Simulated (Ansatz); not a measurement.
# Run report: CH8N2Si, molecular dynamics (part 1 of 2)

The run: molecular dynamics of CH8N2Si, SMILES C[SiH](N)N. Method and program: RKS PBE/def2-SVP (Ansatz 0.2.0).

The geometry comes from this level: PBE0-D4/def2-TZVP. Figures and captions count atoms from 1; the log counts them from 0 in places.

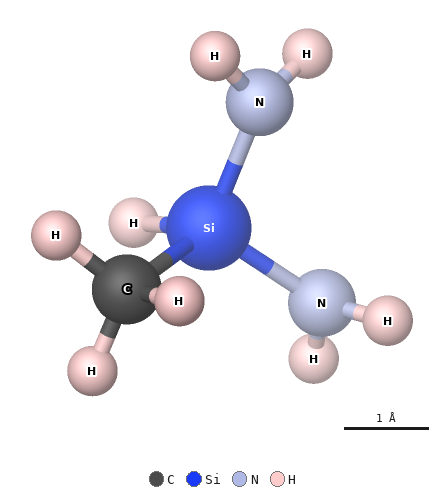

Fig. 1: The input geometry (ball-and-stick view, seen at a tilt). Bond lengths as drawn: C–H 1.09 Å, C–Si 1.87 Å, H–N 1.01 Å, H–Si 1.50 Å and N–Si 1.71 to 1.72 Å.

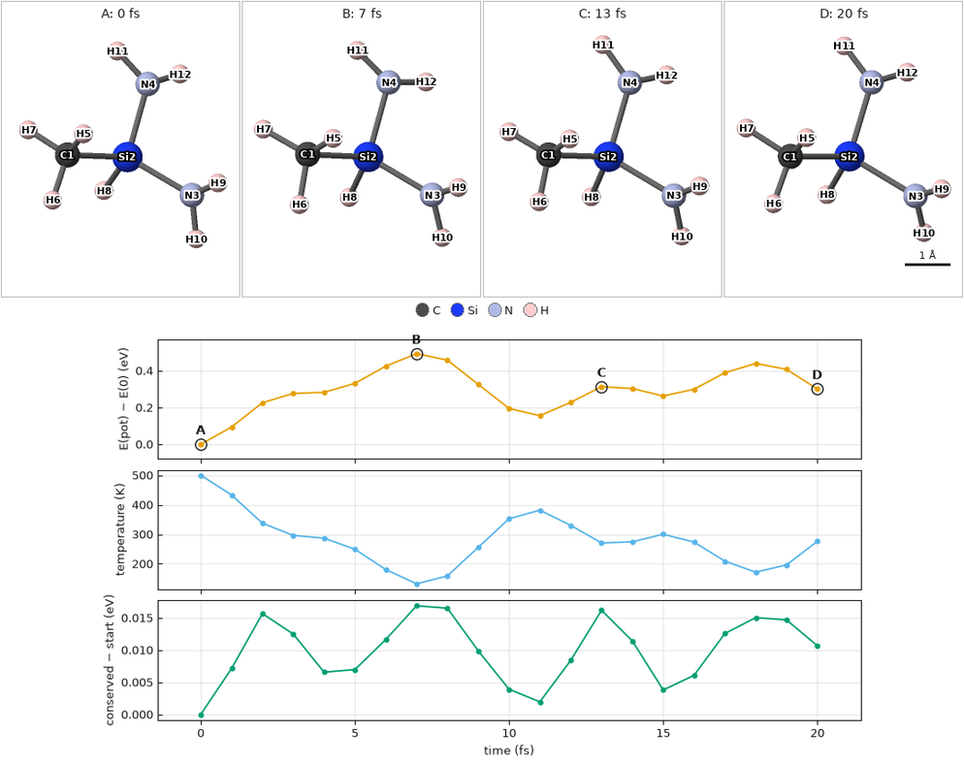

Fig. 2: Frames of the molecular dynamics (ball-and-stick, seen at a tilt) above the curves, on which the letters mark them. The trajectory kept here has 21 frames over 20 fs. The temperature starts at 500 K, ranges from 132 to 500 K and averages 276 K over the second half. The potential energy ends 0.300 eV above its first value. The conserved quantity stays within 0.017 eV. After an unweighted best fit of the last frame on the first, the root-mean-square displacement is 0.18 Å, and H11 has moved furthest (0.35 Å).

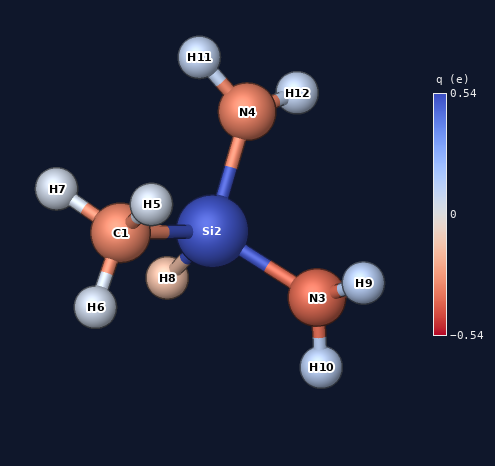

Fig. 3: Mulliken charges, as the colour of each atom (ball-and-stick view, seen at a tilt; atoms are numbered from 1 in the order of the input). By element: C −0.31, Si +0.52, N −0.37 to −0.32 and H −0.14 to +0.13 e.

The input that produced these results follows, with the program's output.

**Input file**
```yaml
crystal:
  periodic: [false, false, false]
  atoms:
    - {symbol: C, position_ang: [-0.816424, 1.260394, -0.464592]}
    - {symbol: Si, position_ang: [-0.142330, -0.286049, 0.337493]}
    - {symbol: N, position_ang: [1.339390, -0.148586, 1.187760]}
    - {symbol: N, position_ang: [0.123782, -1.399020, -0.942071]}
    - {symbol: H, position_ang: [-0.114417, 1.661929, -1.200250]}
    - {symbol: H, position_ang: [-0.998455, 2.031891, 0.287778]}
    - {symbol: H, position_ang: [-1.765553, 1.064870, -0.972760]}
    - {symbol: H, position_ang: [-1.106736, -0.713448, 1.397793]}
    - {symbol: H, position_ang: [2.189565, 0.134081, 0.728920]}
    - {symbol: H, position_ang: [1.351637, 0.061050, 2.171232]}
    - {symbol: H, position_ang: [-0.478307, -1.407198, -1.748490]}
    - {symbol: H, position_ang: [0.494848, -2.315015, -0.748913]}
basis:
  gaussian: {orbitals: def2-SVP}
hamiltonian: {xc: {name: PBE}}
md: {timestep: 1 fs, n_steps: 20, ensemble: nve, temperature: 500, initial_velocities: maxwell_boltzmann, seed: 304}
```

Command:
```bash
ansatz run in.yaml --threads 4 --pin off --events-out ev --progress --plain --max-ram 10444MiB
```

**Output**
```
Functional definition: PBE
  name "PBE"
  cite "Perdew, Burke & Ernzerhof, Phys. Rev. Lett. 77, 3865 (1996) doi:10.1103/PhysRevLett.77.3865"
  parent pbe
  parameter kappa = 0.804
  parameter beta = 0.06672455060314922
  exchange = pbe_x(kappa = kappa, mu = beta*pi^2/3)
  correlation = pbe_c(beta = beta)
1162 factors; their error is unknown
mean field evaluation 1: about -11992.8024 eV, gradient 9.5e1 eV
mean field evaluation 2: about -11955.0176 eV, gradient 1.5e2 eV
mean field evaluation 4: about -12011.3748 eV, gradient 1.2e1 eV
mean field evaluation 8: about -12011.7145 eV, gradient 2.8e-1 eV
mean field evaluation 16: about -12011.6486 eV, gradient 3.2e-4 eV
mean field -12011.64860883 eV, -441.4199445866 hartree, gradient 1.8e-5 eV, S^2 0.000000; 0 other end points of the search recorded, 0 dependent functions left out
the calculation of the forces begins
reference -12011.64864724 eV, -441.4199459981 hartree; 21, 21 occupied and 79, 79 virtual orbitals, 1162 factors
md step     0: t =     0.00 fs  T =   500.0 K  F+E_penalty+E_count = -12011.64860883 eV  E_kin = 0.646300 eV  conserved = -12011.00230883 eV  (28 SCF iters)
these checks for a lower state are left out or cut short: starts, cluster_reference, orbital_swaps, neighbouring_geometries, increment
1162 factors; their error is unknown
mean field -12011.55496519 eV, -441.4165032465 hartree, gradient 2.5e-5 eV, S^2 0.000000; 0 other end points of the search recorded, 0 dependent functions left out
[... from here on the field's lines of each further geometry are left out, up to the last ...]
md step     1: t =     1.00 fs  T =   433.1 K  F+E_penalty+E_count = -12011.55496519 eV  E_kin = 0.559797 eV  conserved = -12010.99516809 eV  (28 SCF iters)
md step     2: t =     2.00 fs  T =   337.4 K  F+E_penalty+E_count = -12011.42282632 eV  E_kin = 0.436172 eV  conserved = -12010.98665444 eV  (28 SCF iters)
md step     3: t =     3.00 fs  T =   296.1 K  F+E_penalty+E_count = -12011.37250827 eV  E_kin = 0.382689 eV  conserved = -12010.98981954 eV  (29 SCF iters)
md step     4: t =     4.00 fs  T =   286.9 K  F+E_penalty+E_count = -12011.36655934 eV  E_kin = 0.370812 eV  conserved = -12010.99574753 eV  (29 SCF iters)
md step     5: t =     5.00 fs  T =   249.3 K  F+E_penalty+E_count = -12011.31760993 eV  E_kin = 0.322270 eV  conserved = -12010.99533969 eV  (29 SCF iters)
md step     6: t =     6.00 fs  T =   180.6 K  F+E_penalty+E_count = -12011.22415666 eV  E_kin = 0.233469 eV  conserved = -12010.99068814 eV  (29 SCF iters)
md step     7: t =     7.00 fs  T =   132.2 K  F+E_penalty+E_count = -12011.15625436 eV  E_kin = 0.170817 eV  conserved = -12010.98543699 eV  (30 SCF iters)
md step     8: t =     8.00 fs  T =   159.0 K  F+E_penalty+E_count = -12011.19139799 eV  E_kin = 0.205584 eV  conserved = -12010.98581391 eV  (30 SCF iters)
md step     9: t =     9.00 fs  T =   255.8 K  F+E_penalty+E_count = -12011.32302074 eV  E_kin = 0.330591 eV  conserved = -12010.99242971 eV  (29 SCF iters)
md step    10: t =    10.00 fs  T =   352.7 K  F+E_penalty+E_count = -12011.45424043 eV  E_kin = 0.455841 eV  conserved = -12010.99839967 eV  (29 SCF iters)
md step    11: t =    11.00 fs  T =   381.4 K  F+E_penalty+E_count = -12011.49340849 eV  E_kin = 0.493061 eV  conserved = -12011.00034718 eV  (30 SCF iters)
md step    12: t =    12.00 fs  T =   330.2 K  F+E_penalty+E_count = -12011.42070081 eV  E_kin = 0.426782 eV  conserved = -12010.99391914 eV  (31 SCF iters)
md step    13: t =    13.00 fs  T =   270.7 K  F+E_penalty+E_count = -12011.33603604 eV  E_kin = 0.349900 eV  conserved = -12010.98613574 eV  (30 SCF iters)
md step    14: t =    14.00 fs  T =   274.5 K  F+E_penalty+E_count = -12011.34576352 eV  E_kin = 0.354861 eV  conserved = -12010.99090215 eV  (30 SCF iters)
md step    15: t =    15.00 fs  T =   300.2 K  F+E_penalty+E_count = -12011.38649985 eV  E_kin = 0.387994 eV  conserved = -12010.99850562 eV  (30 SCF iters)
md step    16: t =    16.00 fs  T =   273.4 K  F+E_penalty+E_count = -12011.34969264 eV  E_kin = 0.353449 eV  conserved = -12010.99624395 eV  (31 SCF iters)
md step    17: t =    17.00 fs  T =   209.0 K  F+E_penalty+E_count = -12011.25988332 eV  E_kin = 0.270143 eV  conserved = -12010.98974004 eV  (31 SCF iters)
md step    18: t =    18.00 fs  T =   171.8 K  F+E_penalty+E_count = -12011.20937162 eV  E_kin = 0.222092 eV  conserved = -12010.98727927 eV  (28 SCF iters)
md step    19: t =    19.00 fs  T =   196.3 K  F+E_penalty+E_count = -12011.24141558 eV  E_kin = 0.253789 eV  conserved = -12010.98762618 eV  (30 SCF iters)
the calculation of the forces begins
reference -12011.34852252 eV, -441.4089166180 hartree; 21, 21 occupied and 79, 79 virtual orbitals, 1162 factors
1162 factors; their error is unknown
mean field evaluation 192: about -12011.3485 eV, gradient 4.1e-2 eV
mean field -12011.34848343 eV, -441.4089151815 hartree, gradient 1.1e-5 eV, S^2 0.000000; 1 other end points of the search recorded, 0 dependent functions left out
the calculation of the forces begins
reference -12011.34852252 eV, -441.4089166180 hartree; 21, 21 occupied and 79, 79 virtual orbitals, 1162 factors
md step    20: t =    20.00 fs  T =   276.1 K  F+E_penalty+E_count = -12011.34848343 eV  E_kin = 0.356837 eV  conserved = -12010.99164674 eV  (29 SCF iters)
Total energy: -12011.34852252 eV, -441.4089166180 hartree
Atom 0 at    -0.812466     1.292166    -0.436845 Å, force    -1.117295     1.860334    -1.578833 eV/Å
Atom 1 at    -0.167908    -0.290598     0.324956 Å, force     0.767440    -0.442539     0.533291 eV/Å
Atom 2 at     1.372416    -0.109497     1.192456 Å, force    -0.533205     0.193206    -1.463054 eV/Å
Atom 3 at     0.129127    -1.452983    -0.953587 Å, force    -1.089103     0.703904    -0.936311 eV/Å
Atom 4 at    -0.071838     1.784221    -1.158602 Å, force    -0.223389    -0.483554     0.855073 eV/Å
Atom 5 at    -1.049735     2.070391     0.363381 Å, force     0.301102    -0.665689    -0.528008 eV/Å
Atom 6 at    -1.756973     1.316890    -1.138347 Å, force     1.104397    -0.605078     1.237650 eV/Å
Atom 7 at    -1.101739    -0.688089     1.488864 Å, force     0.223975     0.044181    -0.400873 eV/Å
Atom 8 at     2.252795     0.287104     0.805808 Å, force    -0.741704    -0.356876     0.486802 eV/Å
Atom 9 at     1.325263    -0.272222     2.183825 Å, force     0.360089     0.089581     0.648674 eV/Å
Atom 10 at    -0.512414    -1.724287    -1.717399 Å, force    -0.150750     0.752635     0.296390 eV/Å
Atom 11 at     0.619529    -2.301007    -0.798756 Å, force     1.098444    -1.090106     0.849200 eV/Å
Dipole moment:     0.105452    -0.073166    -0.088096 e Å
```

**Trajectory as extended XYZ (Å, eV, eV/Å), 21 frames, from step=0 to step=20**
```
12
Properties=species:S:1:pos:R:3:forces:R:3 step=0 time_fs=0.0 energy=-12011.64861 temperature=500.0
C    -0.8164    1.2604   -0.4646    0.0376  -0.1463   0.0690
Si   -0.1423   -0.2860    0.3375   -0.3485   0.0760   0.1105
N     1.3394   -0.1486    1.1878    0.0487  -0.2800   0.0458
N     0.1238   -1.3990   -0.9421    0.2842   0.1770  -0.1760
H    -0.1144    1.6619   -1.2003    0.3416   0.2062  -0.3760
H    -0.9985    2.0319    0.2878   -0.0988   0.3925   0.3659
H    -1.7656    1.0649   -0.9728   -0.4791  -0.0725  -0.2600
H    -1.1067   -0.7134    1.3978   -0.2307  -0.0459   0.2857
H     2.1896    0.1341    0.7289    0.5822   0.2017  -0.3082
H     1.3516    0.0611    2.1712    0.0234   0.1395   0.6752
H    -0.4783   -1.4072   -1.7485   -0.4022  -0.0219  -0.5606
H     0.4948   -2.3150   -0.7489    0.2416  -0.6263   0.1288
12
Properties=species:S:1:pos:R:3:forces:R:3 step=1 time_fs=1.0 energy=-12011.55496 temperature=433.1
C    -0.8215    1.2619   -0.4693    1.1327  -0.5382   1.0433
Si   -0.1414   -0.2847    0.3368   -0.6446  -0.0132   0.0436
N     1.3330   -0.1486    1.1863    1.3963   0.1634  -0.2054
N     0.1234   -1.4044   -0.9453   -0.2898   0.9077  -0.4479
H    -0.0949    1.6500   -1.1611    0.6636   0.4456  -0.8681
H    -0.9792    2.0044    0.2977   -0.2122   0.7604   0.6971
H    -1.7408    1.0779   -0.9516   -1.7433  -0.2791  -1.0273
H    -1.0932   -0.7107    1.4259   -0.1433  -0.0107   0.1059
H     2.2147    0.1525    0.7388   -0.4478  -0.1564   0.0757
H     1.3710    0.0471    2.1748   -0.1149   0.0688   0.5849
H    -0.4936   -1.3927   -1.7599    0.1071  -0.2651   0.0253
H     0.5171   -2.2911   -0.7092    0.2964  -1.0832  -0.0270
12
Properties=species:S:1:pos:R:3:forces:R:3 step=2 time_fs=2.0 energy=-12011.42283 temperature=337.4
C    -0.8257    1.2629   -0.4733    1.8996  -0.6010   1.6551
Si   -0.1406   -0.2833    0.3362   -0.9360  -0.1360   0.0152
N     1.3276   -0.1485    1.1847    2.4329   0.5579  -0.0036
N     0.1227   -1.4092   -0.9488   -0.5414   1.0394  -0.5121
H    -0.0690    1.6424   -1.1303    0.6883   0.5183  -1.0430
H    -0.9620    1.9842    0.3142   -0.2676   0.8512   0.7529
H    -1.7328    1.0882   -0.9403   -2.4412  -0.3503  -1.4768
H    -1.0811   -0.7081    1.4549   -0.0479   0.0307  -0.0907
H     2.2355    0.1693    0.7495   -1.1783  -0.4219   0.2856
H     1.3892    0.0337    2.1839   -0.2600  -0.0438   0.2010
H    -0.5078   -1.3807   -1.7711    0.5402  -0.4947   0.5138
H     0.5423   -2.2775   -0.6697    0.1113  -0.9497  -0.2975
12
Properties=species:S:1:pos:R:3:forces:R:3 step=3 time_fs=3.0 energy=-12011.37251 temperature=296.1
C    -0.8284    1.2634   -0.4758    1.8210  -0.4201   1.6352
Si   -0.1402   -0.2819    0.3356   -1.1720  -0.2877   0.0194
N     1.3238   -0.1480    1.1831    2.9787   0.7961   0.4553
N     0.1217   -1.4133   -0.9527   -0.3791   0.7266  -0.1991
H    -0.0365    1.6397   -1.1094    0.3394   0.4141  -0.8912
H    -0.9474    1.9722    0.3380   -0.2797   0.6643   0.4827
H    -1.7481    1.0951   -0.9432   -1.9676  -0.1905  -1.3011
H    -1.0694   -0.7052    1.4831    0.0329   0.0685  -0.2792
H     2.2451    0.1822    0.7629   -1.4536  -0.5355   0.2834
H     1.4050    0.0200    2.1950   -0.4070  -0.1492  -0.2551
H    -0.5169   -1.3735   -1.7773    0.7520  -0.6753   0.7261
H     0.5685   -2.2731   -0.6331   -0.2650  -0.4114  -0.6765
12
Properties=species:S:1:pos:R:3:forces:R:3 step=4 time_fs=4.0 energy=-12011.36656 temperature=286.9
C    -0.8296    1.2636   -0.4771    1.1184  -0.1134   1.1991
Si   -0.1402   -0.2807    0.3350   -1.3173  -0.4510   0.0456
N     1.3221   -0.1470    1.1817    2.9721   0.8275   0.9253
N     0.1205   -1.4168   -0.9567    0.0491   0.3349   0.4124
H    -0.0008    1.6410   -1.0971   -0.2356   0.2161  -0.5660
H    -0.9354    1.9665    0.3664   -0.2753   0.3307   0.0057
H    -1.7823    1.1003   -0.9584   -0.6642   0.0943  -0.6803
H    -1.0573   -0.7017    1.5087    0.0842   0.0952  -0.4401
H     2.2407    0.1899    0.7790   -1.2539  -0.4813   0.0925
H     1.4168    0.0048    2.2036   -0.5317  -0.2126  -0.5691
H    -0.5188   -1.3727   -1.7766    0.7034  -0.7864   0.6200
H     0.5921   -2.2726   -0.6030   -0.6493   0.1459  -1.0450
12
Properties=species:S:1:pos:R:3:forces:R:3 step=5 time_fs=5.0 energy=-12011.31761 temperature=249.3
C    -0.8299    1.2638   -0.4774    0.3913   0.2252   0.7400
Si   -0.1406   -0.2796    0.3343   -1.3578  -0.6016   0.0799
N     1.3225   -0.1454    1.1811    2.3925   0.6359   1.2620
N     0.1193   -1.4202   -0.9605    0.5626   0.1124   1.1592
H     0.0327    1.6443   -1.0902   -0.8104   0.0216  -0.2377
H    -0.9260    1.9639    0.3949   -0.2715   0.0039  -0.4926
H    -1.8228    1.1063   -0.9802    0.6624   0.3345  -0.0199
H    -1.0445   -0.6972    1.5300    0.0989   0.1060  -0.5591
H     2.2244    0.1930    0.7959   -0.5936  -0.2532  -0.2585
H     1.4236   -0.0124    2.2068   -0.6075  -0.2252  -0.6259
H    -0.5139   -1.3795   -1.7700    0.4213  -0.8261   0.2356
H     0.6096   -2.2706   -0.5828   -0.8882   0.4665  -1.2830
```
